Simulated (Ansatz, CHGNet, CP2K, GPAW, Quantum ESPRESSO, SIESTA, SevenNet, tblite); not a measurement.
**SIESTA runs on generalised stacking fault on (111) (glide set) of a Ge-Sn solid solution (48 atoms)**

Wanted: SIESTA inputs and outputs for generalised stacking fault on (111) (glide set) of a Ge-Sn solid solution (48 atoms), checked against a plane-wave reference.

Method: the method is named at each step, in SIESTA 5.4.2.

### 1. The starting structure

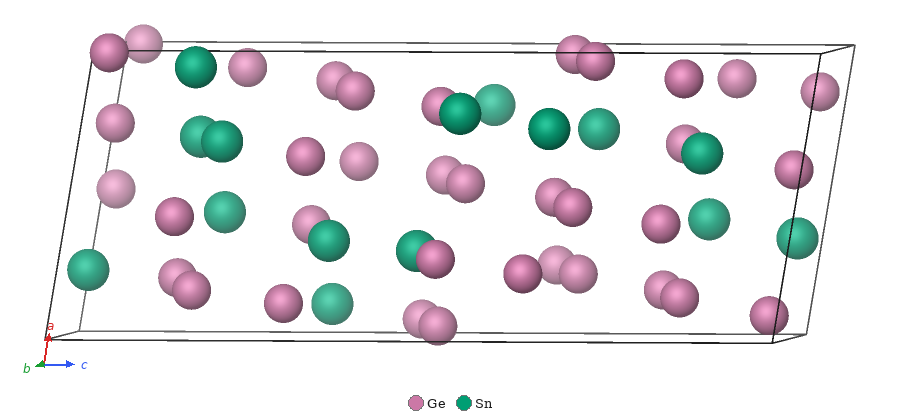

The starting structure, seen from the side, with the c axis across the page (germanium pink, tin teal). Some periodic images of atoms are drawn too.

The cell holds 48 atoms: 34 Ge and 14 Sn. Cell: a = 8.334 Å, b = 7.218 Å, c = 20.806 Å, α = 90.0°, β = 80.4°, γ = 90.0°. Diamond-structure Ge lattice (a = 5.8932 Å, the value set for the mixture), cell with z along [111], 2 x 1 x 2 periods; the third cell vector is tilted by 0.833 of 1/2[1-10] and lengthened by 0.1 Å, so the cell holds one fault (glide set); displaced by a Gaussian of 0.01 Å; 14 of 48 Ge sites given to Sn at random (lattice constant by Vegard's rule between Ge and Sn). Then every atom was moved at random, 0.05 Å r.m.s. a Cartesian component. The structure's axis is c.

The yardstick, on the same geometry:

```
method                 : Kohn-Sham DFT, PBE, SSSP efficiency 1.3.0 pseudopotentials, plane waves (Quantum ESPRESSO 7.5); sssp-pbe-1.3.0-efficiency, cutoffs 45/360 Ry, Γ point
r.m.s. force component : 2.277 eV/Å
longest force          : 12.82 eV/Å
pressure               : 10.05 GPa
time                   : 3.1 min on 4 MPI ranks of Arm Neoverse V1, shared host
CPU time               : 12 min
```

### 2. PBE, TZP, shift 0.01 Ry, mesh 300 Ry

Method: Kohn-Sham DFT, PBE, PseudoDojo 0.4.1 norm-conserving pseudopotentials (converted to PSML), numerical atomic orbitals (TZP), diagonalisation.

The .psml files are PseudoDojo norm-conserving potentials that we converted to this format, checked against plane waves on the same files for H, C, O, Si, Ge and Ca alone.

The input, input.fdf:

```
SystemLabel cell
NumberOfAtoms 48
NumberOfSpecies 2
%block ChemicalSpeciesLabel
  1 32 Ge
  2 50 Sn
%endblock ChemicalSpeciesLabel
LatticeConstant 1.0 Ang
%block LatticeVectors
  8.33424 0.00000 0.00000
  0.00000 7.21767 0.00000
  3.47263 0.00000 20.51464
%endblock LatticeVectors
PAO.BasisSize TZP
PAO.EnergyShift 0.01 Ry
XC.Functional GGA
XC.Authors PBE
MeshCutoff 300 Ry
%block kgrid_Monkhorst_Pack
  1 0 0 0.0
  0 1 0 0.0
  0 0 1 0.0
%endblock kgrid_Monkhorst_Pack
SolutionMethod diagon
OccupationFunction FD
ElectronicTemperature 580 K
SCF.Mixer.Method Pulay
SCF.Mixer.Weight 0.05
SCF.Mixer.History 8
SCF.Mix Hamiltonian
MaxSCFIterations 300
SCF.DM.Tolerance 1e-04
SCF.H.Tolerance 1.0e-3 eV
WriteForces T
Write.HirshfeldPop T
Write.VoronoiPop T
Write.DM F
Write.H F
XML.Write F
AtomicCoordinatesFormat Fractional
%block AtomicCoordinatesAndAtomicSpecies
  0.73381 0.49928 0.02405 1
  0.68855 0.50612 0.14522 2
  0.68236 0.83271 0.19011 2
  0.63211 0.82591 0.30803 1
  0.22693 0.50378 0.02107 2
  0.20124 0.50117 0.14562 1
  0.16846 0.82764 0.18220 1
  0.12496 0.85198 0.31259 1
  0.49122 0.00574 0.01817 1
  0.42704 0.98962 0.14903 1
  0.42291 0.32992 0.18758 2
  0.38120 0.32472 0.30938 1
  0.33616 0.66377 0.35208 2
  0.30267 0.66681 0.47564 2
  0.59527 0.17472 0.35341 1
  0.54951 0.17088 0.47500 1
  0.53019 0.49509 0.51905 1
  0.48521 0.50309 0.64501 1
  0.46098 0.84752 0.68778 1
  0.40373 0.81573 0.81137 1
  0.99226 0.00365 0.02221 1
  0.94327 0.98983 0.14394 2
  0.92274 0.33447 0.18577 1
  0.87886 0.33899 0.31022 1
  0.85339 0.65954 0.35356 1
  0.80227 0.66727 0.47523 1
  0.10276 0.16110 0.34888 2
  0.05177 0.15495 0.47554 1
  0.03876 0.50125 0.51411 1
  0.97841 0.50043 0.64028 1
  0.96529 0.82939 0.68458 1
  0.90665 0.83746 0.81053 1
  0.28436 0.99334 0.51749 1
  0.23579 0.00525 0.64156 1
  0.21540 0.34059 0.68790 1
  0.16191 0.34191 0.80860 1
  0.14498 0.66998 0.84756 1
  0.08540 0.67994 0.97515 1
  0.40105 0.16384 0.84731 2
  0.33672 0.16281 0.97294 2
  0.78719 0.99796 0.51828 2
  0.73576 0.98871 0.64378 2
  0.71602 0.33765 0.68300 2
  0.66591 0.33267 0.80470 1
  0.64390 0.66462 0.84492 2
  0.58911 0.66740 0.97509 1
  0.88735 0.17826 0.85377 1
  0.84341 0.17054 0.97057 1
%endblock AtomicCoordinatesAndAtomicSpecies
```

Started as:

```
$ OMP_NUM_THREADS=1 mpirun -np 2 siesta < input.fdf > output.txt
```

Output:

```text
Version         : 5.4.2
reinit: System Name:
reinit: System Label: cell
initatom: Reading input for the pseudopotentials and atomic orbitals ----------
Species number:   1 Atomic number:   32 Label: Ge
Species number:   2 Atomic number:   50 Label: Sn
Ground state valence configuration (from tables):   4s02  4p02  4d00  4f00
Ground state valence configuration (from tables):   5s02  5p02  5d00  4f00
---- Processing specs for species: Ge
GGA--PBE XC_GGA_X_PBE--XC_GGA_C_PBE pb
Semicore shell(s) with 10 electrons included in the valence for Ge
---- Processing specs for species: Sn
GGA--PBE XC_GGA_X_PBE--XC_GGA_C_PBE pb
Semicore shell(s) with 10 electrons included in the valence for Sn
Semicore shell(s): 3d
Fallback to non-perturbative polarization scheme for Ge
Please see the manual if this is not desired in principle
Semicore shell(s): 4d
Fallback to non-perturbative polarization scheme for Sn
Please see the manual if this is not desired in principle
Ge pseudopotential only contains V_ls up to l=2 -- lmxkb reset.
Sn pseudopotential only contains V_ls up to l=2 -- lmxkb reset.
Using PAO.SplitTailNorm
%block ChemicalSpeciesLabel
    1   32 Ge                      # Species index, atomic number, species label
    2   50 Sn                      # Species index, atomic number, species label
%endblock ChemicalSpeciesLabel
%block PAO.Basis                 # Define Basis set
Ge                    4                    # Species label, number of l-shells
 n=4   0   3                         # n, l, Nzeta
   5.264      3.748      4.214
   1.000      1.000      1.000
 n=4   1   3                         # n, l, Nzeta
   6.996      5.083      5.681
   1.000      1.000      1.000
 n=3   2   1                         # n, l, Nzeta
   2.782
   1.000
 n=4   2   1                         # n, l, Nzeta
   6.996
   1.000
Sn                    4                    # Species label, number of l-shells
 n=5   0   3                         # n, l, Nzeta
   5.669      4.110      4.589
   1.000      1.000      1.000
 n=5   1   3                         # n, l, Nzeta
   7.445      5.490      6.099
   1.000      1.000      1.000
 n=4   2   1                         # n, l, Nzeta
   3.320
   1.000
 n=5   2   1                         # n, l, Nzeta
   7.445
   1.000
%endblock PAO.Basis
coor:   Atomic-coordinates input format  =     Fractional
siesta: System type = bulk
initatomlists: Number of atoms, orbitals, and projectors:     48  1056   864
siesta: ******************** Simulation parameters ****************************
Total number of electrons:   672.000000
Total ionic charge:   672.000000
 Kpoints in:            1 . Kpoints trimmed:            1
siesta: k-grid: Number of k-points = 1
siesta: k-points from Monkhorst-Pack grid
siesta: k-cutoff (effective) =     3.609 Ang
siesta: k-point supercell and displacements
siesta: k-grid:     1     0     0      0.000
siesta: k-grid:     0     1     0      0.000
siesta: k-grid:     0     0     1      0.000
                     ====================================
                        Single-point calculation
                     ====================================
outcell: Unit cell vectors (Ang):
        8.334240    0.000000    0.000000
        0.000000    7.217670    0.000000
        3.472630    0.000000   20.514640
outcell: Cell vector modules (Ang)   :    8.334240    7.217670   20.806480
outcell: Cell angles (23,13,12) (deg):     90.0000     80.3923     90.0000
outcell: Cell volume (Ang**3)        :   1234.0334
Gamma-point calculation with interaction between periodic images
Gamma-point calculation with interaction between periodic images
Some features might not work optimally:
Some features might not work optimally:
e.g. DM initialization from atomic data
e.g. DM initialization from atomic data
new_DM -- step:     1
Initializing Density Matrix...
Attempting to read DM from file... Failed...
DM filled with atomic data:
InitMesh: MESH = 90 x 80 x 216 = 1555200
InitMesh: Mesh cutoff (required, used) =   300.000   306.395 Ry
stepf: Fermi-Dirac step function
        iscf     Eharris(eV)        E_KS(eV)     FreeEng(eV)     dDmax    Ef(eV) dHmax(eV)
   scf:    1  -112555.816646  -112575.840750  -112576.059968  1.253543 -3.342742  6.480357
   scf:    2  -112576.628108  -112577.163895  -112577.375126  0.031470 -3.338236  5.091823
   scf:    3  -112578.188227  -112577.865478  -112578.084750  0.016730 -3.349050  3.702530
   scf:    4  -112579.304005  -112578.635949  -112578.856993  0.021015 -3.362557  3.191765
   scf:    5  -112580.671154  -112579.835483  -112580.072263  0.053111 -3.397175  1.735266
   scf:    6  -112580.491365  -112580.288825  -112580.526158  0.052406 -3.446835  1.271428
[...]
scf:   20  -112580.520934  -112580.520901  -112580.764503  0.000283 -3.465830  0.001587
   scf:   21  -112580.520903  -112580.520902  -112580.764503  0.000005 -3.465819  0.001438
   scf:   22  -112580.520915  -112580.520909  -112580.764504  0.000028 -3.465778  0.000727
SCF Convergence by DM+H criterion
max |DM_out - DM_in|         :     0.0000282148
max |H_out - H_in|      (eV) :     0.0007268719
SCF cycle converged after 22 iterations
Using DM_out to compute the final energy and forces
siesta: E_KS(eV) =          -112580.5209
siesta: E_KS - E_eggbox =   -112580.5209
siesta: Atomic forces (eV/Ang):
     1    4.672959   -3.615032    1.023358
     2    1.364310   -1.167080   -0.868362
     3   -3.227128    0.843278    0.256352
     4   -0.192296    0.871702    2.492332
     5    8.005064   -6.190585    4.842525
     6   -1.706410    0.626845    0.015036
[...]
46   -4.589580    3.708378   -2.490854
    47    0.466556   -0.303559   -0.928763
    48   -4.295120    2.832510   -1.251682
----------------------------------------
   Tot    0.007246    0.006708    0.002822
----------------------------------------
   Max    9.711757
   Res    2.443192    sqrt( Sum f_i^2 / 3N )
----------------------------------------
   Max    9.711757    constrained
Stress tensor Voigt[x,y,z,yz,xz,xy] (kbar):     -181.58      -56.30      -82.38       35.70      -31.34       44.43
(Free)E + p*V (eV/cell)  -112498.5422
Target enthalpy (eV/cell)  -112580.7645
siesta: Program's energy decomposition (eV):
siesta: Ebs     =    -14825.292857
siesta: Eions   =    115535.864125
siesta: Ena     =      3315.249408
siesta: Ekin    =     79978.047569
siesta: Enl     =    -52013.456398
siesta: DEna    =       281.671198
siesta: DUscf   =         9.120283
siesta: Ex      =    -27072.983941
siesta: Ec      =     -1542.304903
siesta: Exc     =    -28615.288844
siesta: Eharris =   -112580.520915
siesta: Etot    =   -112580.520909
siesta: FreeEng =   -112580.764504
siesta: Final energy (eV):
siesta:  Band Struct. =  -14825.292857
siesta:       Kinetic =   79978.047569
siesta:       Hartree =   34591.413610
siesta:         Exch. =  -27072.983941
siesta:         Corr. =   -1542.304903
siesta:   Exch.-corr. =  -28615.288844
siesta:  Ion-electron = -145690.199195
siesta:       Ion-ion =  -52844.494048
siesta:         Total = -112580.520909
siesta:         Fermi =      -3.465778
siesta: Stress tensor (static) (eV/Ang**3):
siesta:    -0.113333    0.027730   -0.019559
siesta:     0.027730   -0.035139    0.022283
siesta:    -0.019559    0.022283   -0.051415
siesta: Cell volume =       1234.033429 Ang**3
siesta: Pressure (static):
siesta:                Solid            Molecule  Units
siesta:           0.00072568          0.00147592  Ry/Bohr**3
siesta:           0.06662889          0.13551318  eV/Ang**3
siesta:         106.75124633        217.11604343  kBar
    Orbital volume contribution        =          51.485763 eV
    (Free)E + p_basis*V_orbitals       =     -112529.278741 eV
    (Free)Eharris+ p_basis*V_orbitals  =     -112529.278747 eV
Hirshfeld Atomic Populations:
Atom #   charge [q] valence [e]  Species
     1    -0.023953   14.023953  Ge
     2     0.045655   13.954345  Sn
     3     0.051741   13.948259  Sn
     4    -0.051615   14.051615  Ge
     5     0.061802   13.938198  Sn
     6    -0.032166   14.032166  Ge
     7    -0.011249   14.011249  Ge
     8    -0.052533   14.052533  Ge
     9    -0.056016   14.056016  Ge
[...]
11     0.070426   13.929574  Sn
[...]
13     0.062717   13.937283  Sn
    14     0.066140   13.933860  Sn
[...]
--------------------
 Total     0.000048
Voronoi Atomic Populations:
Atom #   charge [q] valence [e]  Species
[...]
42     0.049362   13.950638  Sn
    43     0.095192   13.904808  Sn
[...]
45     0.120972   13.879028  Sn
    46    -0.048241   14.048241  Ge
    47     0.001142   13.998858  Ge
    48     0.007671   13.992329  Ge
--------------------
 Total     0.000047
```

Run time: 3.6 min. Hardware: 2 MPI ranks of Arm Neoverse V1, shared host; peak memory 1.5 GiB.

Banners, paths, timers and routine set-up lines are dropped from the logs unmarked, and long logs keep their key lines alone; longer cuts are marked.

Numbers from this run, and their distance from the reference:

```
r.m.s. force component                  : 2.443 eV/Å
r.m.s. difference of force components   : 186.8 meV/Å
longest difference of force vectors     : 938.2 meV/Å
force difference over r.m.s. force      : 8.202 %
slope of forces against the reference's : 1.072
correlation of force components         : 0.9993
pressure                                : 10.68 GPa
pressure difference                     : 0.6284 GPa
```

Length of the force difference by element (eV/Å):

| element | atoms | mean | most |
| --- | --- | --- | --- |
| Ge | 34 | 0.20 | 0.94 |
| Sn | 14 | 0.21 | 0.94 |

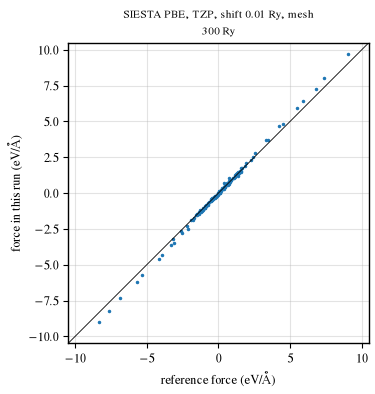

Force components against those of the reference; the line marks equality.

Local excerpt of 9 atoms (numbers count through the whole input) about Ge38, which has 3 bonded neighbours where the commonest count for Ge is 4; x, y, z are measured from there.

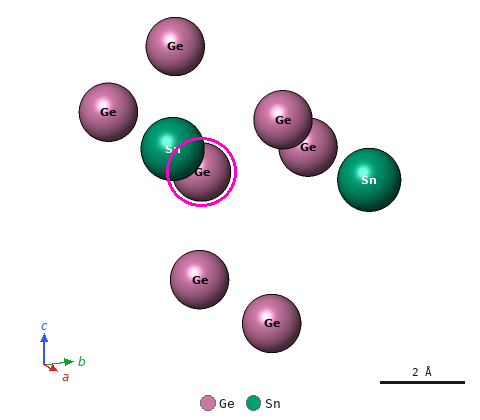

The atoms of the table, within 4.1 Å (arrows a, b, c point along x, y, z); some may hide others; the central atom is ringed.

| atom | x | y | z | distance (Å) | bonds | Hirshfeld charge (e) | Fx | Fy | Fz (eV/Å) |
| --- | --- | --- | --- | --- | --- | --- | --- | --- | --- |
| Ge38 | 0.00 | 0.00 | 0.00 | 0.00 | 3 | -0.04 | -8.25 | 7.28 | -5.71 |
| Sn5 | 1.34 | -1.27 | 0.94 | 2.07 | 3 | 0.06 | 8.01 | -6.19 | 4.84 |
| Ge21 | -0.61 | 2.34 | 0.97 | 2.60 | 3 | -0.03 | 3.71 | -2.78 | 0.67 |
| Ge37 | 0.05 | -0.07 | -2.62 | 2.62 | 4 | 0.01 | -1.06 | -0.24 | 0.85 |
| Ge1 | -2.76 | -1.30 | 1.00 | 3.21 | 3 | -0.02 | 4.67 | -3.62 | 1.02 |
| Ge6 | 1.56 | -1.29 | 3.50 | 4.04 | 4 | -0.03 | -1.71 | 0.63 | 0.02 |
| Sn40 | 2.09 | 3.49 | -0.05 | 4.06 | 3 | 0.04 | -9.02 | 5.96 | -3.49 |
| Ge20 | 2.08 | 0.98 | -3.36 | 4.07 | 4 | -0.04 | -0.62 | 0.77 | -1.33 |
| Ge48 | -2.03 | 3.54 | -0.09 | 4.08 | 3 | 0.00 | -4.30 | 2.83 | -1.25 |

Forces lie 8.2 % from the reference's, at 0.58 times its CPU time (on 2 against 4 cores).

### 3. Summary of results

```yaml
force_difference_from_the_reference: SIESTA PBE, TZP, shift 0.01 Ry, mesh 300 Ry, 8.2 %
its_cpu_time: 7.2 min
```

The PBE run in local orbitals differs by 8.2 % (SIESTA PBE, TZP, shift 0.01 Ry, mesh 300 Ry); basis, grid and potentials can all enter. The reference's pressure holds the uncorrected Pulay stress of its 45 Ry basis, so small pressure differences, and their order, may be the reference's own error. The reference's stress is far from hydrostatic: its diagonal is 18.1, 4.6, 7.5 GPa, compression counted positive. The host structure and its lattice constant were typed by rule, without a check against the phase diagram. The reference's pressure of 10 GPa belongs to a cell and atoms that aren't relaxed at this level. The electronic-structure runs sample only Γ, in a cell whose shortest periodic width is 7 Å, which is coarse for a cell with partly filled levels.

[Also dropped from logs without a mark: logging warnings of Python, and SIESTA's first energy breakdown and zero terms.]

[Logs are printed without paths, hosts, clocks, repeated set-up lines and the standing remarks that a program may print on its own settings, such as how far it seeks lower states.]

[Hosts, paths, dates, database ids (printed as entryN), source tags and the programs' standing remarks are cut or masked in the printed files.]
